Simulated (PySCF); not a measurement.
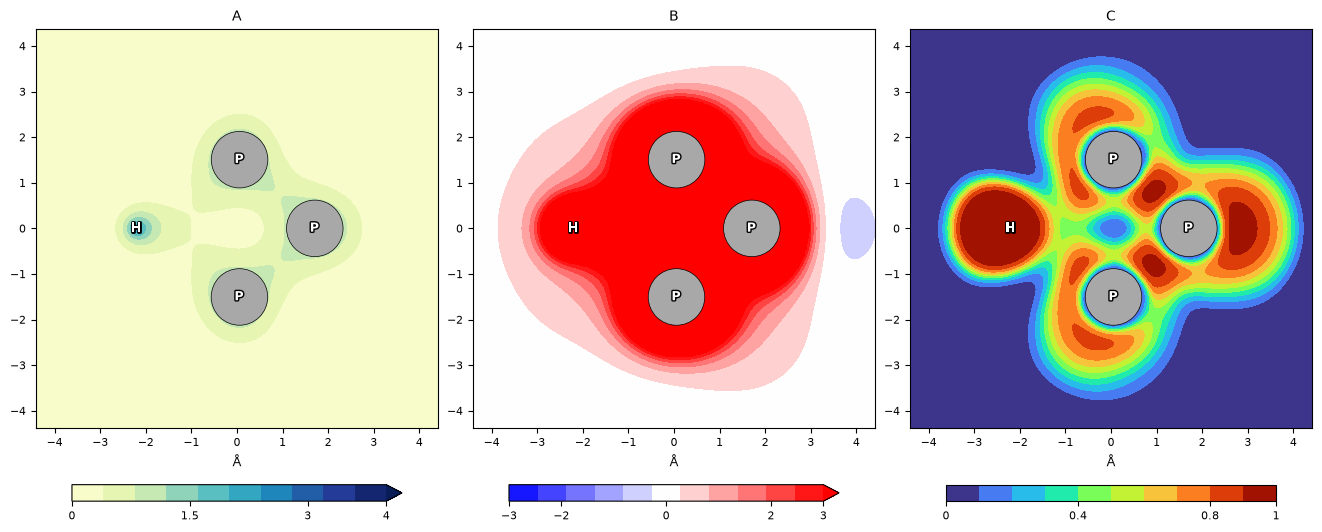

H$_{4}$P$_{4}$ (SMILES P1PPP1): 3 fields on the plane of atoms P2, P3 and P4, with unlabelled colour scales. Grey discs cover the atomic cores.

Geometry: GFN2-xTB.

Theory: PBE0/pcSseg-1, SCF density, gas phase, non-relativistic (PySCF).

> Match the panels to the quantities (electron density, electron localisation function and electrostatic potential).

Panel A: electron density. Panel B: electrostatic potential (strongly positive close to the atoms and fading to about zero outside). Panel C: electron localisation function.
